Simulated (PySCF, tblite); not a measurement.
# C5H2NO radical: geometry, infrared bands and EPR parameters

Wanted: the infrared bands and EPR parameters of C5H2NO radical (`C#Cc1cn[c]o1`), by calculation.

Programs: tblite 0.8.0 and PySCF 2.14.0, with density-fitted response routines of our own. Each step states its level of theory. These are calculated values for one molecule in the gas phase, unless marked as measured. Atoms are numbered from 0 throughout.

### 1 The starting structure

9 atoms, charge 0, multiplicity 2; geometry from: force field or distance geometry start.

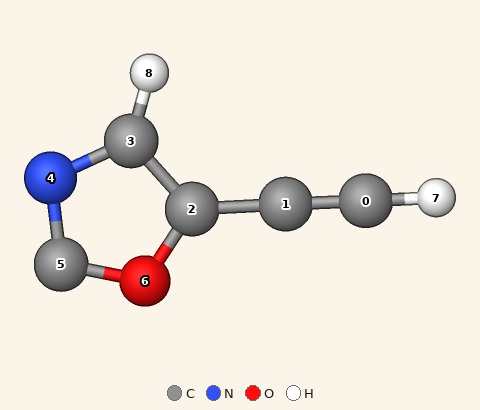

As it starts; carbon grey, nitrogen blue, oxygen red, hydrogen white, atoms numbered; sticks join atoms by distance.

### 2 Optimising the geometry with GFN2-xTB

The job: settings as JSON, then the geometry in Å.

```
{"job": {"kind": "relax", "xc": "GFN2-xTB", "basis": "xTB"}, "charge": 0, "multiplicity": 2}
C      2.478900    -0.236600     0.236100
C      1.259500    -0.220900     0.137000
C     -0.165100    -0.203800     0.056000
C     -1.002600     0.833300    -0.355600
N     -2.273300     0.376000    -0.262000
C     -2.222800    -0.885800     0.162600
O     -0.974200    -1.202000     0.344600
H      3.551500    -0.253300     0.314400
H     -0.638400     1.799100    -0.658200
```

Run with:

```sh
$ OMP_NUM_THREADS=1 python probes_run.py task.json out
```

The driver reads the jobs from task.json and runs them one after another.

What it wrote:

```text
step      E/eV     max force
  0    -503.62812    3.912
  1    -503.91550    2.237
  2    -503.90366    4.144
  3    -503.99369    0.573
  4    -504.00824    0.486
  5    -504.01978    0.389
  6    -504.02521    0.173
  7    -504.02690    0.145
  8    -504.02859    0.141
  9    -504.02956    0.099
 10    -504.03038    0.076
 11    -504.03092    0.091
 12    -504.03132    0.065
 13    -504.03161    0.064
 14    -504.03185    0.064
 15    -504.03216    0.075
 16    -504.03266    0.110
 17    -504.03339    0.115
 18    -504.03412    0.079
 19    -504.03468    0.065
 20    -504.03513    0.074
 21    -504.03556    0.082
 22    -504.03593    0.061
 23    -504.03609    0.025
 24    -504.03614    0.019
 25    -504.03616    0.017
 26    -504.03619    0.017
 27    -504.03621    0.012
 28    -504.03623    0.007
```

It took 0.09 s on 1 thread of Arm Neoverse V2, shared host.

Relaxation path: (the energy doesn't fall at every step)

```tsv
step	energy from step 0 (eV)	largest force (eV/Å)
0	0.0000	3.9122
1	-0.2874	2.2372
2	-0.2755	4.1441
3	-0.3656	0.5727
4	-0.3801	0.4864
5	-0.3917	0.3891
6	-0.3971	0.1725
7	-0.3988	0.1446
8	-0.4005	0.1408
9	-0.4014	0.0988
10	-0.4023	0.0760
11	-0.4028	0.0909
12	-0.4032	0.0652
13	-0.4035	0.0636
14	-0.4037	0.0636
15	-0.4040	0.0750
16	-0.4045	0.1104
17	-0.4053	0.1153
18	-0.4060	0.0791
19	-0.4066	0.0645
20	-0.4070	0.0741
21	-0.4074	0.0819
22	-0.4078	0.0608
23	-0.4080	0.0253
24	-0.4080	0.0190
25	-0.4080	0.0170
26	-0.4081	0.0169
27	-0.4081	0.0124
28	-0.4081	0.0070
```

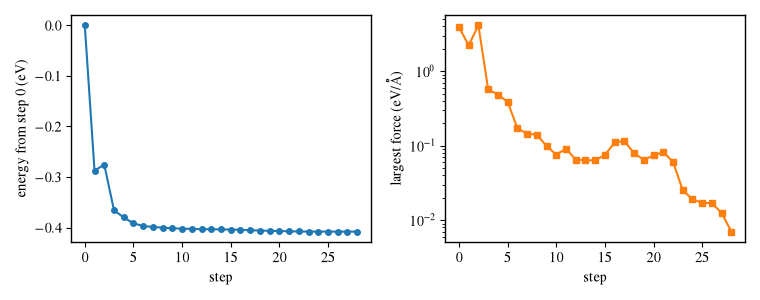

Energy and force, step by step.

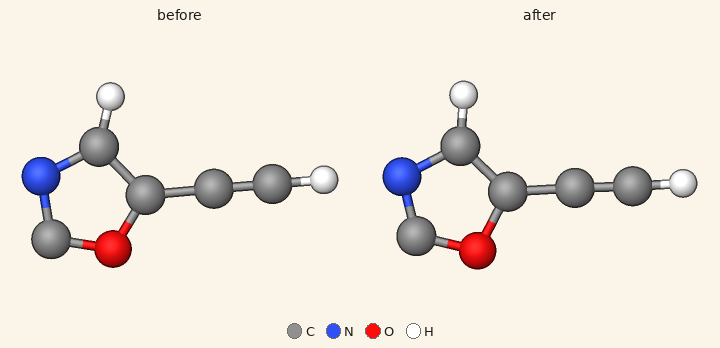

Before and after, at one scale.

Distances of close pairs at the start and the end, largest changes first:

```tsv
bond	before (Å)	after (Å)	change (Å)
C2–O6	1.317	1.384	+0.067
N4–C5	1.332	1.276	-0.056
C1–C2	1.427	1.397	-0.030
C0–H7	1.076	1.049	-0.027
C2–C3	1.395	1.373	-0.022
C0–C1	1.224	1.203	-0.021
C3–N4	1.354	1.374	+0.020
C5–O6	1.301	1.309	+0.008
```

The end geometry stands in the next job.

### 3 Harmonic vibrations with GFN2-xTB

The job: settings as JSON, then the geometry in Å.

```
{"job": {"kind": "ir", "xc": "GFN2-xTB", "basis": "xTB"}, "charge": 0, "multiplicity": 2}
C      2.460034    -0.284796     0.247983
C      1.264299    -0.202075     0.147609
C     -0.127017    -0.145353     0.040723
C     -0.991758     0.845515    -0.353113
N     -2.273300     0.358369    -0.269034
C     -2.128098    -0.838156     0.149313
O     -0.902929    -1.244245     0.367195
H      3.505228    -0.327529     0.325951
H     -0.792897     1.844263    -0.681807
```

What it wrote:

```text
mode    cm-1     km/mol
  1     143.5      0.09
  2     149.3      0.40
  3     379.3      0.31
  4     446.9      0.23
  5     466.6      3.41
  6     584.5      3.18
  7     585.5     10.87
  8     667.3     17.44
  9     670.5     13.20
 10     795.3      4.45
 11     831.1     31.40
 12     941.0     21.79
 13    1061.1     13.61
 14    1120.6     11.21
 15    1196.4     33.52
 16    1242.2     71.64
 17    1492.7     18.69
 18    1560.1    104.40
 19    2232.6     11.65
 20    3187.4      2.85
 21    3397.1     19.35
```

It took 0.13 s on 1 thread of Arm Neoverse V2, shared host.

The strongest bands and the atoms that carry them (share of the mass-weighted mode):

```tsv
cm⁻¹	km/mol	atoms
667	17.4	H7 43 %, C2 35 %
831	31.4	N4 39 %, C5 23 %, O6 14 %, C3 13 %
941	21.8	O6 61 %, C3 15 %, C5 10 %
1196	33.5	C3 48 %, N4 29 %, H8 11 %
1242	71.6	C5 32 %, C2 25 %, O6 22 %
1493	18.7	C2 49 %, C5 18 %, C3 17 %, N4 11 %
1560	104.4	C5 40 %, N4 29 %, C2 18 %, C3 11 %
3397	19.4	H7 87 %, C0 13 %
```

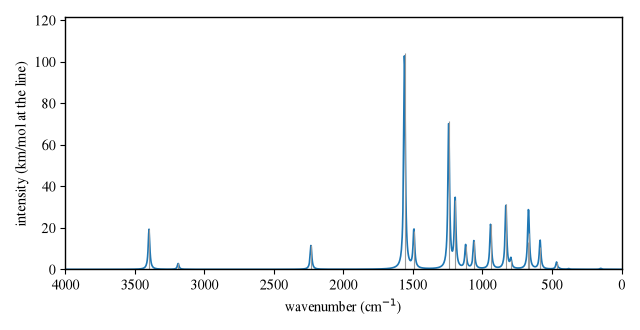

The infrared spectrum from these modes, unscaled. Lines are broadened to a width of 14 cm⁻¹ (Lorentzian).

### 4 EPR parameters: B3LYP/pcH-1

Settings changed since step 3:

```diff
@@ -1,2 +1,2 @@
-{"job": {"kind": "ir", "xc": "GFN2-xTB", "basis": "xTB"}, "charge": 0, "multiplicity": 2}
+{"job": {"kind": "epr", "basis": "pcH-1"}, "charge": 0, "multiplicity": 2}
 C      2.460034    -0.284796     0.247983
```

With the program's defaults for keys left out, this is: UKS B3LYP, pcH-1 on C H N O, non-relativistic, mean-field spin-orbit, GIAO.

What it wrote:

```text
UKS, coarse grid
  cycle   1  E = -321.45875617  |g| = 4.28e-01
  cycle   2  E = -321.30152151  |g| = 7.40e-01
  cycle   3  E = -321.52690757  |g| = 1.34e-01
  cycle   4  E = -321.53360767  |g| = 6.97e-02
  cycle   5  E = -321.53537687  |g| = 2.57e-02
  cycle   6  E = -321.53566624  |g| = 1.01e-02
  cycle   7  E = -321.53573042  |g| = 4.26e-03
  cycle   8  E = -321.53574472  |g| = 2.68e-03
  cycle   9  E = -321.53575175  |g| = 1.52e-03
  cycle  10  E = -321.53575469  |g| = 7.19e-04
UKS, final grid
  cycle   1  E = -321.53575725  |g| = 1.16e-03
  cycle   2  E = -321.53575495  |g| = 2.46e-03
  cycle   3  E = -321.53575820  |g| = 3.21e-04
  cycle   4  E = -321.53575827  |g| = 1.47e-04
  cycle   5  E = -321.53575835  |g| = 1.48e-04
  cycle   6  E = -321.53575838  |g| = 5.02e-05
  cycle   7  E = -321.53575838  |g| = 1.45e-05
E = -321.53575838 Eh   <S^2> = 0.7588 (exact 0.7500)
g shifts (ppm)      1          2          3
  rmc          -199       -199       -199
  gc             28         28       -100
  oz_so       -1972       -324       1195
  total       -2144       -495        896
hyperfine (MHz)  atom isotope    a_iso     a_fc   dipolar eigenvalues
    0   13C       1.47       1.47     -5.84     -1.27      7.11
    1   13C      -0.63      -0.63     -2.71      0.98      1.73
    2   13C      13.92      13.92    -12.23     -0.81     13.03
    3   13C      54.05      54.05     -7.30     -4.17     11.47
    4   14N      97.92      97.92     -8.21     -0.85      9.06
    5   13C     862.61     862.61    -66.09    -42.56    108.64
    6   17O    -154.66    -154.66    -17.64      6.29     11.35
    7    1H      -1.36      -1.36     -1.77      0.26      1.51
    8    1H      -2.19      -2.19     -4.15     -2.66      6.81
```

It took 24 s on 1 thread of Arm Neoverse V2, shared host; peak memory 0.66 GiB.

Principal g values 2.00018, 2.00182, 2.00321; g(iso) = 2.00174, against 2.00232 for a free electron.

Hyperfine couplings, nucleus by nucleus at this fixed geometry (no averaging over rotations):

```tsv
nuclei	isotope	a(iso) (MHz)	a(iso) (G, at g = 2.0023)	largest dipolar term (MHz)
C5	13C	862.6	307.8	108.6
O6	17O	-154.7	-55.2	-17.6
N4	14N	97.9	34.9	9.1
C3	13C	54.1	19.3	11.5
C2	13C	13.9	5.0	13.0
H8	1H	-2.2	-0.8	6.8
C0	13C	1.5	0.5	7.1
H7	1H	-1.4	-0.5	-1.8
C1	13C	-0.6	-0.2	-2.7
```

Mulliken spin populations:

```tsv
atom	value (e)
C0	0.02
C1	-0.01
C2	0.01
C3	0.08
N4	0.01
C5	0.90
O6	0.00
H7	0.00
H8	0.00
```

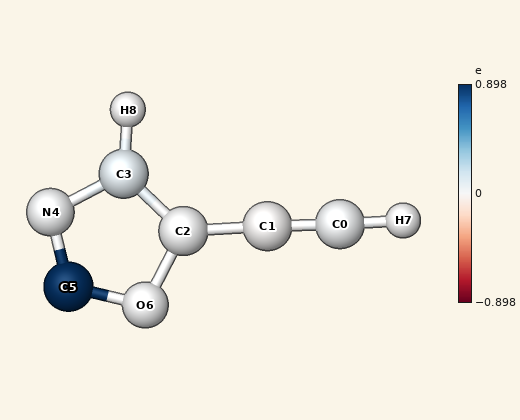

Mulliken spin populations, as colours on the atoms.

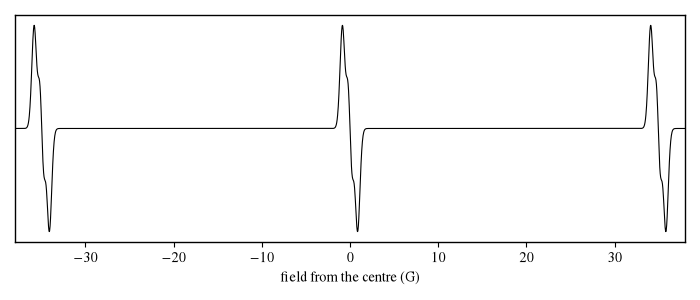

First-order isotropic spectrum (first derivative, main isotopes with spin only, couplings over 0.8 MHz, Gaussian width 0.3 G; couplings of the frozen geometry, rotation of groups not averaged beyond the rows shown).

Orbitals, density, ELF and potential are computed afterwards from the orbital file.

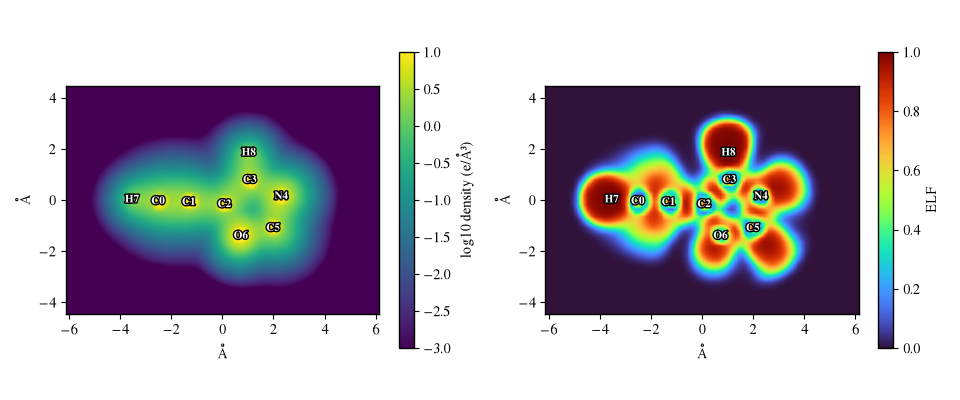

Density (left) and ELF (right) in a plane through or near 9 of the atoms.

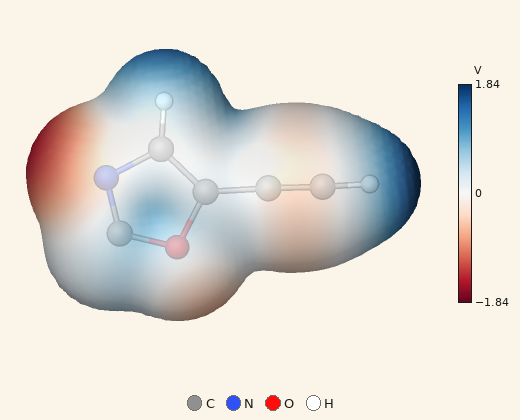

The potential that a unit positive charge feels on the 0.002 e/bohr³ surface, from -1.39 V near N4 to 1.84 V near H7.

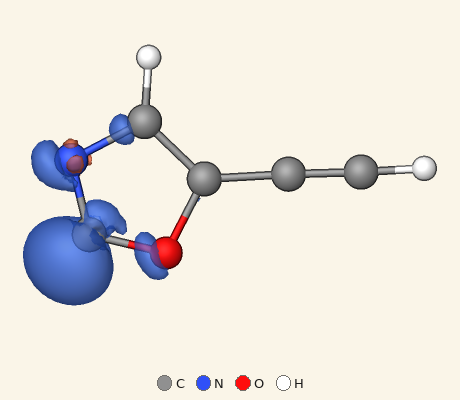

Spin density at ±0.08 e/Å³ (alpha excess blue, beta excess red).

### 5 Outcome

| quantity | value |
| --- | --- |
| strongest single infrared mode (GFN2-xTB) | 1560 cm⁻¹, 104 km/mol |
| zero-point energy (GFN2-xTB) | 33.1 kcal/mol |
| g(iso) (B3LYP) | 2.00174 |
| ⟨S²⟩ | 0.759 (exact 0.75) |
| largest a(iso) | 13C on C5, 862.6 MHz |
| surface potential, least and greatest | -1.39 V and 1.84 V |

In words: Over 28 steps the energy fell by 0.408 eV; of the close pairs, C2–O6 changed most, 1.317 to 1.384 Å. All 21 modes are real, so the xTB geometry is a minimum. The strongest single mode, at 1560 cm⁻¹, is carried by C5, N4, C2, C3. Unscaled tight-binding wavenumbers are off by several per cent, some by more. Its intensities can rank the bands wrongly. Most of the unpaired spin sits on C5 (0.90 e). The isotropic g lies 0.6 ppt below the free-electron value.
